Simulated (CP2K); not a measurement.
Band structure of NaCl (Fm-3m, 2 atoms in the cell).

```yaml
crystal:
  lattice:
    - [3.89016, 0.00000, 0.00000]
    - [1.94508, 3.36898, 0.00000]
    - [1.94508, 1.12299, 3.17630]
  atoms:
    - { symbol: Na, position: [0.00000, 0.00000, 0.00000] }
    - { symbol: Cl, position: [0.50000, 0.50000, 0.50000] }
```

Computed with PBE, GPW, DZVP-MOLOPT-SR-GTH basis, GTH-PBE potentials (GTH_POTENTIALS) run with CP2K.

Settings: CUTOFF = 950 Ry; REL_CUTOFF = 50 Ry; SMEAR/METHOD = FERMI_DIRAC; ELECTRONIC_TEMPERATURE = 232.09 K; KPOINTS/SCHEME = MONKHORST-PACK 8 8 8; GAMMA_CENTERED = T; XC_FUNCTIONAL = PBE; Na/BASIS_SET = DZVP-MOLOPT-SR-GTH-q9; Na/POTENTIAL = GTH-PBE-q9; Cl/BASIS_SET = DZVP-MOLOPT-SR-GTH-q7; Cl/POTENTIAL = GTH-PBE-q7; METHOD = GPW; EPS_DEFAULT = 1e-10; EXTRAPOLATION = USE_GUESS.

The starting cell comes from a database of computed structures (which also holds hypothetical and non-ambient phases and stackings), without a prior relaxation at this level. Its lattice was rescaled by a random factor within 2.5 % of one. Values carry the incompleteness of an atom-centred basis.

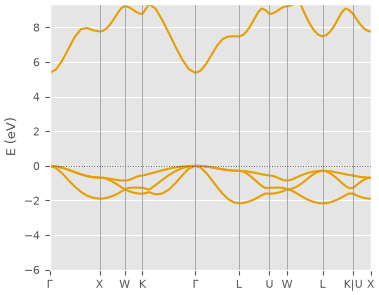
Figure: Bands along the path, energies from the top of the valence band on the SCF mesh.

Question: Read off roughly the gap and where its edges lie.

Answer: The gap along the path is about 5.4 eV (computed: 5.37 eV), direct at Γ to within 0.01 eV.

Levels in eV from the top of the valence band on the SCF mesh, bands 5 to 9:
```csv
point,5,6,7,8,9
Γ,-12.80,0.00,0.00,0.00,5.37
X,-12.32,-1.90,-0.68,-0.68,7.76
W,-12.30,-1.36,-1.36,-0.85,9.22
K,-12.31,-1.61,-1.27,-0.56,8.77
L,-12.39,-2.17,-0.29,-0.29,7.48
U,-12.31,-1.61,-1.27,-0.56,8.77
```

Higher empty bands are left out: an atom-centred basis made for the valence describes them poorly.
